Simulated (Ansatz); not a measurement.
# Fields on a plane of SnO2 (rutile)

```
CELL_PARAMETERS angstrom
      4.82755     0.00000     0.00000
      0.00000     4.82755     0.00000
      0.00000     0.00000     3.23815
ATOMIC_POSITIONS crystal
  Sn 0.00000 0.00000 0.00000
  Sn 0.50000 0.50000 0.50000
  O  0.30658 0.30658 0.00000
  O  0.80658 0.19342 0.50000
  O  0.19342 0.80658 0.50000
  O  0.69342 0.69342 0.00000
```

The slice is a (010) plane (indices of the conventional cell) through the point (0.000, 0.000, 0.000) (fractional), spanned by u = [001] and v = [100] in vectors of this cell: u (3.24 Å) and v (4.83 Å, at 90° to u). It covers one period; positions are fractions (u, v).

Atoms on it: Sn at (0.00, 0.00). Other atoms lie within 1 Å of the plane.

Level of theory: PBE (plane waves to 420 eV, PAW, scalar-relativistic; Ansatz, an electronic-structure program). k mesh 7×7×10. These are valence fields of a PAW run, semicore shells included where kept as valence: close to a nucleus they are smooth pseudo fields. SnO2 was relaxed with its symmetry unable to fall.

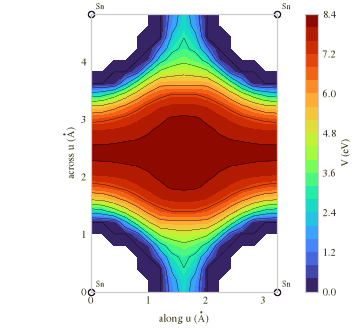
*Electrostatic potential energy of an electron, from the cell's mean, in eV, one period of the plane, atoms marked. Points within 0.9 Å of a nucleus are left white, as the pseudised field means little there. Values under 0 eV are set to 0. The zero, the cell's mean, hangs on the PAW cores.*

```
|@@%#+=-----=+#%@|
|%%#*+=-----=+*#%|
|##*+=========+*#|
|+++==-=====-==++|
|==-----===-----=|
|--::----=----::-|
|::::::-----:::::|
|.....:::::::....|
|........:.......|
|       ...      |
|                |
|                |
|                |
|       ...      |
|........:.......|
|.....:::::::....|
|::::::-----:::::|
|--::----=----::-|
|==-----===-----=|
|+++==-=====-==++|
|##*+=========+*#|
|%%#*+=-----=+*#%|
|@@%#+=-----=+#%@|
|@@%#+=-----=+#%@|
```
Scale: ten equal steps from -1.62 (start of ' ') to 1.23 (end of '@'), in the order ' .:-=+*#%@'. Values: log₁₀ of the valence density in e/Å³. The map has 16 points along u (one character each, u = 0 at the left) and 24 along v (v = 0 in the bottom row). The scale is logarithmic, as a density can span decades between atoms and voids.
